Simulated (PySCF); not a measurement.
```yaml
atoms:
  - { symbol: Si, position_ang: [0.0397, -0.0252, 0.0130] }
  - { symbol: Cl, position_ang: [-1.3352, -1.3865, -0.6452] }
  - { symbol: Cl, position_ang: [1.8711, -0.4865, -0.7697] }
  - { symbol: Cl, position_ang: [-0.5103, 1.8415, -0.6124] }
  - { symbol: H, position_ang: [0.1061, -0.0560, 1.4871] }
```

Geometry: PBE0-D3(BJ)/def2-SVP.

Method: PySCF, PBE0/pcSseg-2, SCF density, gas phase, non-relativistic.

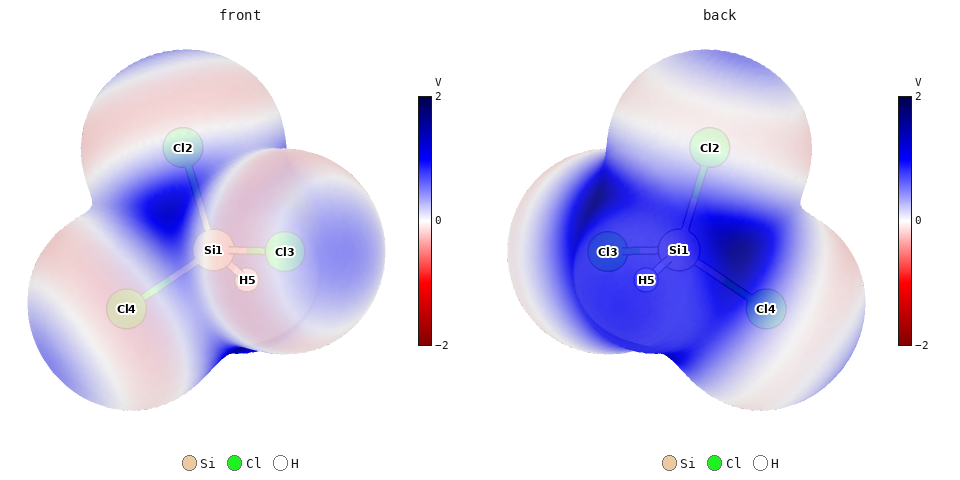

Cl3HSi (SMILES Cl[SiH](Cl)Cl). The molecular electrostatic potential painted on the density surface at 0.002 e/bohr³, seen from the front and from behind; the colour scale runs from red (negative) to blue (positive).

Where is the surface potential most negative and most positive?

The most negative region (about −0.2 V) lies over Cl2, Cl3 and Cl4, the most positive (about +1.6 V) over Si1. Cl2 shows a σ-hole: about +0.4 V at the tip opposite its bond, against about 0.0 V on its flanks. Cl3 shows a σ-hole: about +0.4 V at the tip opposite its bond, against about 0.0 V on its flanks. Cl4 shows a σ-hole: about +0.4 V at the tip opposite its bond, against about 0.0 V on its flanks.
